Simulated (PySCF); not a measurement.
# dichlorosilane (SiH2Cl2): spin-spin couplings and electronic excitations at several levels of theory, part 2 of 2

PySCF 2.14.0. Atoms count from 0. Earlier steps stand in the parts before.

## Step 10: TDDFT and polarisability: BHandHLYP/def2-SVPD

The job: settings as JSON, then the geometry in Å.

```
{"job": {"kind": "uv", "xc": "BHandHLYP", "basis": "def2-SVPD", "ip": true}, "charge": 0, "multiplicity": 1}
Cl    -1.628131     1.073629     0.010757
Si     0.013854    -0.163171    -0.007441
Cl     1.725490     0.952558    -0.224569
H      0.079960    -0.882400     1.288025
H     -0.099062    -1.085386    -1.163272
```

With the program's defaults for keys left out, this is: TDDFT BHandHLYP/def2-SVPD, vertical, gas phase, core orbitals frozen in the response.

The program printed:

```text
coarse grid: 6112 points
cycle   1  E = -1210.7079555845  dE =  1.071e-01  |g| = 3.149e-01  |ddm| = 2.312e+00
cycle   2  E = -1210.7171445716  dE = -9.189e-03  |g| = 2.786e-01  |ddm| = 8.549e-01
cycle   3  E = -1210.7405652962  dE = -2.342e-02  |g| = 1.435e-02  |ddm| = 3.812e-01
cycle   4  E = -1210.7406481116  dE = -8.282e-05  |g| = 3.329e-03  |ddm| = 4.462e-02
cycle   5  E = -1210.7406519676  dE = -3.856e-06  |g| = 9.058e-04  |ddm| = 7.547e-03
final grid: 46168 points
cycle   6  E = -1210.8223140390  dE = -2.397e-06  |g| = 1.626e-03  |ddm| = 1.200e-02
cycle   7  E = -1210.8223144057  dE = -3.667e-07  |g| = 1.082e-03  |ddm| = 4.010e-03
cycle   8  E = -1210.8223147004  dE = -2.947e-07  |g| = 8.486e-05  |ddm| = 1.542e-03
cycle   9  E = -1210.8223147026  dE = -2.222e-09  |g| = 2.418e-05  |ddm| = 1.287e-04
cycle  10  E = -1210.8223147028  dE = -2.012e-10  |g| = 3.264e-06  |ddm| = 4.666e-05
converged SCF energy = -1210.8223147028

Static polarisability (au): isotropic 52.188, principal 45.162 50.607 60.795

Singlet excitations
state   eV       nm        f      main configurations
  1   7.8688    157.6   0.01777   H->L 0.92
  2   8.0444    154.1   0.00000   H->L+1 0.85, H-2->L 0.09
  3   8.2795    149.7   0.02689   H-1->L 0.75, H-3->L+1 0.17
  4   8.5583    144.9   0.00000   H-2->L 0.83, H->L+1 0.09
  5   8.5767    144.6   0.05422   H-1->L+1 0.60, H-3->L 0.31
  6   8.7737    141.3   0.01685   H->L+2 0.92
  7   8.8052    140.8   0.00857   H-3->L 0.63, H-1->L+1 0.31
  8   8.9460    138.6   0.02904   H-2->L+1 0.90
  9   9.1976    134.8   0.00036   H-1->L+2 0.68, H-3->L+1 0.22
 10   9.2307    134.3   0.13569   H-3->L+1 0.47, H-1->L+2 0.23, H-1->L 0.12

Triplet excitations (Tamm-Dancoff, eV): 7.4460 7.5746 7.6923 8.0102
Vertical ionisation energy (delta-SCF) = 11.6974 eV
```

It took 12 s on 1 thread of Arm Neoverse V1, shared host; peak memory 0.4 GiB.

In short: HOMO -10.44 eV, LUMO 0.54 eV; lowest singlet 7.87 eV.

## Step 11: Excited states and response: CAM-B3LYP/def2-SVPD

The job: settings as JSON, then the geometry in Å.

```
{"job": {"kind": "uv", "xc": "CAM-B3LYP", "basis": "def2-SVPD", "ip": true}, "charge": 0, "multiplicity": 1}
Cl    -1.628131     1.073629     0.010757
Si     0.013854    -0.163171    -0.007441
Cl     1.725490     0.952558    -0.224569
H      0.079960    -0.882400     1.288025
H     -0.099062    -1.085386    -1.163272
```

Level: TDDFT CAM-B3LYP/def2-SVPD, vertical, gas phase, core orbitals frozen in the response.

The program printed:

```text
coarse grid: 6112 points
cycle   1  E = -1210.6833563110  dE =  1.036e-01  |g| = 3.376e-01  |ddm| = 2.314e+00
cycle   2  E = -1210.6916797777  dE = -8.323e-03  |g| = 3.150e-01  |ddm| = 9.127e-01
cycle   3  E = -1210.7206064754  dE = -2.893e-02  |g| = 1.155e-02  |ddm| = 4.130e-01
cycle   4  E = -1210.7206690547  dE = -6.258e-05  |g| = 2.822e-03  |ddm| = 4.070e-02
cycle   5  E = -1210.7206724549  dE = -3.400e-06  |g| = 5.728e-04  |ddm| = 8.047e-03
final grid: 46168 points
cycle   6  E = -1210.8494942719  dE = -3.617e-06  |g| = 1.762e-03  |ddm| = 1.402e-02
cycle   7  E = -1210.8494946291  dE = -3.572e-07  |g| = 1.264e-03  |ddm| = 4.016e-03
cycle   8  E = -1210.8494950164  dE = -3.873e-07  |g| = 1.028e-04  |ddm| = 1.724e-03
cycle   9  E = -1210.8494950195  dE = -3.170e-09  |g| = 3.215e-05  |ddm| = 1.648e-04
cycle  10  E = -1210.8494950199  dE = -3.452e-10  |g| = 3.426e-06  |ddm| = 5.864e-05
converged SCF energy = -1210.8494950199

Static polarisability (au): isotropic 53.499, principal 46.211 51.836 62.450

Singlet excitations
state   eV       nm        f      main configurations
  1   7.5413    164.4   0.01590   H->L 0.93
  2   7.7355    160.3   0.00000   H->L+1 0.89
  3   7.9969    155.0   0.03032   H-1->L 0.78, H-3->L+1 0.15
  4   8.2097    151.0   0.00000   H-2->L 0.87
  5   8.2718    149.9   0.05141   H-1->L+1 0.63, H-3->L 0.29
  6   8.4518    146.7   0.00603   H-3->L 0.65, H-1->L+1 0.29
  7   8.4609    146.5   0.01020   H->L+2 0.92
  8   8.5884    144.4   0.03372   H-2->L+1 0.91
  9   8.8592    139.9   0.00293   H-1->L+2 0.59, H-3->L+1 0.29
 10   8.8964    139.4   0.11829   H-3->L+1 0.42, H-1->L+2 0.32, H-1->L+3 0.08

Triplet excitations (Tamm-Dancoff, eV): 7.1565 7.3015 7.4271 7.7452
Vertical ionisation energy (delta-SCF) = 11.6114 eV
```

It took 16 s on 1 thread of Arm Neoverse V1, shared host; peak memory 0.4 GiB.

Key values: HOMO -10.54 eV, LUMO 0.64 eV; lowest singlet 7.54 eV.

## Step 12: Ultraviolet spectrum: wB97X-D/def2-SVPD

The job: settings as JSON, then the geometry in Å.

```
{"job": {"kind": "uv", "xc": "wB97X-D", "basis": "def2-SVPD", "ip": true}, "charge": 0, "multiplicity": 1}
Cl    -1.628131     1.073629     0.010757
Si     0.013854    -0.163171    -0.007441
Cl     1.725490     0.952558    -0.224569
H      0.079960    -0.882400     1.288025
H     -0.099062    -1.085386    -1.163272
```

With the program's defaults for keys left out, this is: TDDFT wB97X-D/def2-SVPD, vertical, gas phase, core orbitals frozen in the response.

The program printed:

```text
coarse grid: 6112 points
cycle   1  E = -1210.6314123355  dE =  9.125e-02  |g| = 3.438e-01  |ddm| = 2.288e+00
cycle   2  E = -1210.6486596955  dE = -1.725e-02  |g| = 2.828e-01  |ddm| = 9.092e-01
cycle   3  E = -1210.6717370259  dE = -2.308e-02  |g| = 1.208e-02  |ddm| = 3.755e-01
cycle   4  E = -1210.6718217222  dE = -8.470e-05  |g| = 2.930e-03  |ddm| = 5.982e-02
cycle   5  E = -1210.6718264831  dE = -4.761e-06  |g| = 6.344e-04  |ddm| = 1.289e-02
final grid: 46168 points
cycle   6  E = -1210.8137584931  dE = -3.537e-05  |g| = 3.889e-03  |ddm| = 4.651e-02
cycle   7  E = -1210.8137608440  dE = -2.351e-06  |g| = 2.202e-03  |ddm| = 9.591e-03
cycle   8  E = -1210.8137620503  dE = -1.206e-06  |g| = 3.333e-04  |ddm| = 3.143e-03
cycle   9  E = -1210.8137620843  dE = -3.405e-08  |g| = 1.140e-04  |ddm| = 6.438e-04
cycle  10  E = -1210.8137620888  dE = -4.480e-09  |g| = 1.182e-05  |ddm| = 1.989e-04
cycle  11  E = -1210.8137620889  dE = -1.280e-10  |g| = 3.904e-06  |ddm| = 5.176e-05
converged SCF energy = -1210.8137620889

Static polarisability (au): isotropic 53.116, principal 45.801 51.497 62.050

Singlet excitations
state   eV       nm        f      main configurations
  1   7.5916    163.3   0.01395   H->L 0.94
  2   7.7990    159.0   0.00000   H->L+1 0.90
  3   8.0753    153.5   0.02975   H-1->L 0.78, H-3->L+1 0.16
  4   8.2715    149.9   0.00000   H-2->L 0.89
  5   8.3381    148.7   0.04981   H-1->L+1 0.64, H-3->L 0.29
  6   8.5096    145.7   0.00542   H-3->L 0.67, H-1->L+1 0.28
  7   8.6657    143.1   0.03789   H-2->L+1 0.87
  8   8.6713    143.0   0.00899   H->L+2 0.88
  9   8.9534    138.5   0.09529   H-3->L+1 0.71, H-1->L 0.14
 10   9.1089    136.1   0.02369   H-1->L+2 0.88

Triplet excitations (Tamm-Dancoff, eV): 7.2638 7.4164 7.5248 7.8488
Vertical ionisation energy (delta-SCF) = 11.5937 eV
```

Run time: 14 s. Hardware: 1 thread of Arm Neoverse V1, shared host; peak memory 0.4 GiB.

In short: HOMO -11.07 eV, LUMO 1.41 eV; lowest singlet 7.59 eV.

## Step 13: TDDFT and polarisability: LC-wPBE/def2-SVPD

The job: settings as JSON, then the geometry in Å.

```
{"job": {"kind": "uv", "xc": "LC-wPBE", "basis": "def2-SVPD", "ip": true}, "charge": 0, "multiplicity": 1}
Cl    -1.628131     1.073629     0.010757
Si     0.013854    -0.163171    -0.007441
Cl     1.725490     0.952558    -0.224569
H      0.079960    -0.882400     1.288025
H     -0.099062    -1.085386    -1.163272
```

Level: TDDFT LC-wPBE/def2-SVPD, vertical, gas phase, core orbitals frozen in the response.

The program printed:

```text
coarse grid: 6112 points
cycle   1  E = -1210.2474434699  dE =  8.344e-02  |g| = 3.692e-01  |ddm| = 2.305e+00
cycle   2  E = -1210.2762042825  dE = -2.876e-02  |g| = 2.525e-01  |ddm| = 8.671e-01
cycle   3  E = -1210.2943754233  dE = -1.817e-02  |g| = 1.619e-02  |ddm| = 3.383e-01
cycle   4  E = -1210.2945313101  dE = -1.559e-04  |g| = 3.817e-03  |ddm| = 7.229e-02
cycle   5  E = -1210.2945380474  dE = -6.737e-06  |g| = 7.837e-04  |ddm| = 1.678e-02
final grid: 46168 points
cycle   6  E = -1210.4752958860  dE = -1.088e-05  |g| = 9.989e-04  |ddm| = 1.600e-02
cycle   7  E = -1210.4752961863  dE = -3.003e-07  |g| = 3.356e-04  |ddm| = 2.177e-03
cycle   8  E = -1210.4752962229  dE = -3.661e-08  |g| = 1.200e-04  |ddm| = 7.916e-04
cycle   9  E = -1210.4752962291  dE = -6.202e-09  |g| = 3.132e-05  |ddm| = 2.702e-04
cycle  10  E = -1210.4752962296  dE = -4.447e-10  |g| = 6.806e-06  |ddm| = 8.516e-05
converged SCF energy = -1210.4752962296

Static polarisability (au): isotropic 52.177, principal 45.114 50.612 60.805

Singlet excitations
state   eV       nm        f      main configurations
  1   7.9256    156.4   0.01193   H->L 0.85
  2   8.0842    153.4   0.00000   H->L+1 0.83
  3   8.4429    146.9   0.02616   H-1->L 0.68, H-3->L+1 0.18
  4   8.7078    142.4   0.00000   H-2->L 0.78
  5   8.7387    141.9   0.05643   H-1->L+1 0.44, H-3->L 0.42
  6   8.9927    137.9   0.00397   H-3->L 0.45, H-1->L+1 0.41
  7   9.0378    137.2   0.04318   H->L+2 0.67, H->L+3 0.15
  8   9.1829    135.0   0.01883   H-2->L+1 0.77, H->L+2 0.11
  9   9.4167    131.7   0.13236   H-3->L+1 0.62, H-1->L 0.15
 10   9.6323    128.7   0.02679   H-1->L+2 0.77

Triplet excitations (Tamm-Dancoff, eV): 7.4568 7.5292 7.7907 8.0820
Vertical ionisation energy (delta-SCF) = 11.9888 eV
```

It took 21 s on 1 thread of Arm Neoverse V1, shared host; peak memory 0.4 GiB.

In short: HOMO -11.96 eV, LUMO 1.79 eV; lowest singlet 7.93 eV.

## Step 14: Excited states and response: PBE0/6-31G*

The job: settings as JSON, then the geometry in Å.

```
{"job": {"kind": "uv", "xc": "PBE0", "basis": "6-31G*"}, "charge": 0, "multiplicity": 1}
Cl    -1.628131     1.073629     0.010757
Si     0.013854    -0.163171    -0.007441
Cl     1.725490     0.952558    -0.224569
H      0.079960    -0.882400     1.288025
H     -0.099062    -1.085386    -1.163272
```

Method: TDDFT PBE0/6-31G*, vertical, gas phase, core orbitals frozen in the response.

The program printed:

```text
coarse grid: 6112 points
cycle   1  E = -1210.7037593233  dE =  1.509e-01  |g| = 3.132e-01  |ddm| = 2.023e+00
cycle   2  E = -1210.6941927538  dE =  9.567e-03  |g| = 3.644e-01  |ddm| = 9.383e-01
cycle   3  E = -1210.7366393122  dE = -4.245e-02  |g| = 1.262e-02  |ddm| = 5.058e-01
cycle   4  E = -1210.7366805986  dE = -4.129e-05  |g| = 4.923e-03  |ddm| = 2.018e-02
cycle   5  E = -1210.7366873718  dE = -6.773e-06  |g| = 6.571e-04  |ddm| = 6.791e-03
final grid: 46168 points
cycle   6  E = -1210.6996409893  dE = -3.691e-06  |g| = 1.134e-03  |ddm| = 7.509e-03
cycle   7  E = -1210.6996410229  dE = -3.357e-08  |g| = 1.094e-03  |ddm| = 3.088e-03
cycle   8  E = -1210.6996413942  dE = -3.714e-07  |g| = 1.037e-04  |ddm| = 1.607e-03
cycle   9  E = -1210.6996413976  dE = -3.334e-09  |g| = 1.944e-05  |ddm| = 1.518e-04
cycle  10  E = -1210.6996413977  dE = -1.137e-10  |g| = 3.533e-06  |ddm| = 2.487e-05
converged SCF energy = -1210.6996413977

Static polarisability (au): isotropic 38.525, principal 30.360 37.458 47.758

Singlet excitations
state   eV       nm        f      main configurations
  1   7.5063    165.2   0.01002   H->L 0.99
  2   7.6318    162.5   0.00000   H->L+1 0.97
  3   7.9346    156.3   0.02563   H-1->L 0.78, H-3->L+1 0.21
  4   8.0521    154.0   0.00000   H-2->L 0.97
  5   8.0574    153.9   0.03364   H-1->L+1 0.93
  6   8.2712    149.9   0.01212   H-3->L 0.95
  7   8.2808    149.7   0.01620   H-2->L+1 0.99
  8   8.7492    141.7   0.12922   H-3->L+1 0.73, H-1->L 0.18
  9   9.9489    124.6   0.05037   H->L+2 0.90
 10   9.9913    124.1   0.00842   H-1->L+2 0.94

Triplet excitations (Tamm-Dancoff, eV): 7.1304 7.2307 7.3138 7.6016
```

Wall time 2.1 s (1 thread of Arm Neoverse V1, shared host); peak memory 0.4 GiB.

In short: HOMO -9.16 eV, LUMO -0.08 eV; lowest singlet 7.51 eV.

## Step 15: Run by run: spin-spin couplings

Couplings (Hz), each a mean over the pairs like the one named, with basis size and wall time:

| run | Si1–H3 | H3–H4 | functions | time |
| --- | --- | --- | --- | --- |
| B3LYP/cc-pVTZ | -226.3 | 25.7 | 130 | 7 s |
| B3LYP/6-31G* | -250.3 | 26.3 | 58 | 2.4 s |

## Step 16: Side by side: electronic excitations

Excitations and ground-state properties, with basis size and wall time:

| run | lowest singlet (eV) | brightest (eV) | f | gap (eV) | α (Å³) | μ (D) | functions | time |
| --- | --- | --- | --- | --- | --- | --- | --- | --- |
| HF/def2-SVPD | 8.84 | 10.43 | 0.265 | 14.70 | 7.40 | 1.52 | 94 | 3.4 s |
| LDA/def2-SVPD | 6.56 | 7.78 | 0.060 | 6.44 | 8.40 | 1.29 | 94 | 14 s |
| PBE/def2-SVPD | 6.70 | 7.84 | 0.076 | 6.60 | 8.29 | 1.24 | 94 | 23 s |
| B3LYP/def2-SVPD | 7.20 | 8.40 | 0.096 | 8.38 | 8.05 | 1.33 | 94 | 14 s |
| PBE0/def2-SVPD | 7.33 | 8.58 | 0.073 | 8.86 | 7.96 | 1.35 | 94 | 12 s |
| BHandHLYP/def2-SVPD | 7.87 | 9.23 | 0.136 | 10.98 | 7.73 | 1.43 | 94 | 12 s |
| CAM-B3LYP/def2-SVPD | 7.54 | 8.90 | 0.118 | 11.19 | 7.93 | 1.40 | 94 | 16 s |
| wB97X-D/def2-SVPD | 7.59 | 8.95 | 0.095 | 12.48 | 7.87 | 1.39 | 94 | 14 s |
| LC-wPBE/def2-SVPD | 7.93 | 9.42 | 0.132 | 13.74 | 7.73 | 1.44 | 94 | 21 s |
| PBE0/6-31G* | 7.51 | 8.75 | 0.129 | 9.08 | 5.71 | 1.68 | 58 | 2.1 s |

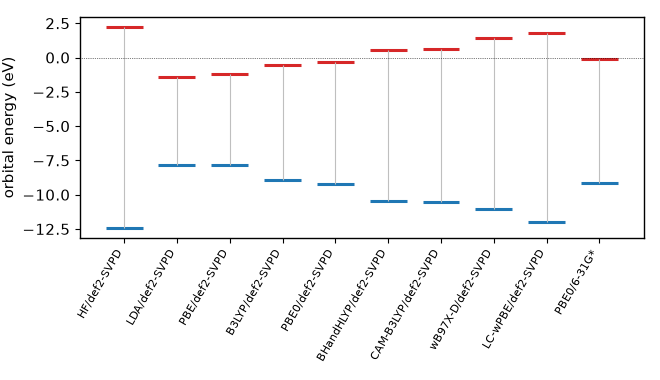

HOMO (blue) and LUMO (red) run by run.

Measured dipole: 1.13 D (gas; NIST CCCBDB Release 22 (SRD 101), experimental dipoles).

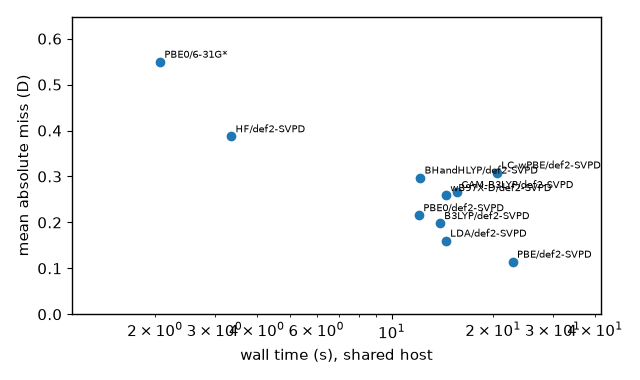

Cost against miss for the measured dipole.

## Step 17: What came out

What follows sums up all 2 parts.

| quantity | value |
| --- | --- |
| point group | C2v |
| rotational constants (main isotopes) | 13.87, 2.52, 2.19 GHz |
| largest coupling of the table (B3LYP/cc-pVTZ) | 1J(Si,H) Si1–H3, -226.3 Hz |
| lowest singlet (HF/def2-SVPD) | 8.84 eV (140 nm), f = 0.020 |
| brightest single state of those computed | state 10, 10.43 eV, f = 0.265 |
| lowest triplet | 8.20 eV |
| range of J(Si1,H3), mean over like pairs | -250.3 to -226.3 Hz |
| range of the lowest singlet | 6.56 to 8.84 eV |

What this shows: Single values in the summary come from the first run of each kind that ended normally (B3LYP/cc-pVTZ; HF/def2-SVPD), which need not be the best level. The start was shaken at random, so part of the energy gained undoes that. Relaxing lowered the energy by 0.376 eV in 10 steps; the close pair that moved most is Cl0–Si1, from 1.908 to 2.056 Å. No frequency check was run at this level, so the end point may be a saddle. Of the pairs tabulated at B3LYP/cc-pVTZ, Si1–H3 (mean over like pairs) couples most strongly (-226.3 Hz; Fermi contact -226.7 Hz). The first singlet state (HOMO→LUMO+1 0.63, HOMO→LUMO+3 0.10) lies at 8.84 eV and is weak; of the 10 states computed, the strongest absorption comes from state 10 at 10.43 eV (the last computed, so partners may be missing). The lowest triplet lies 0.63 eV below the lowest singlet (triplets in Tamm-Dancoff, singlets in full TDDFT). The dipole moment, 1.52 D, compares with 1.13 D measured. The coupling Si1–H3, as a mean over pairs of its kind, runs from -250.3 Hz (B3LYP/6-31G*) to -226.3 Hz (B3LYP/cc-pVTZ). The lowest singlet runs from 6.56 eV (LDA/def2-SVPD) to 8.84 eV (HF/def2-SVPD), while the orbital gap spans 6.44 to 14.70 eV. The lowest state need not be the same one in every run. The runs solved for a few states only, so the brightest column depends on that window. Couplings from bases without tight functions are rough. One molecule ranks no method: errors cancel, and vibration and temperature are missing from all runs.
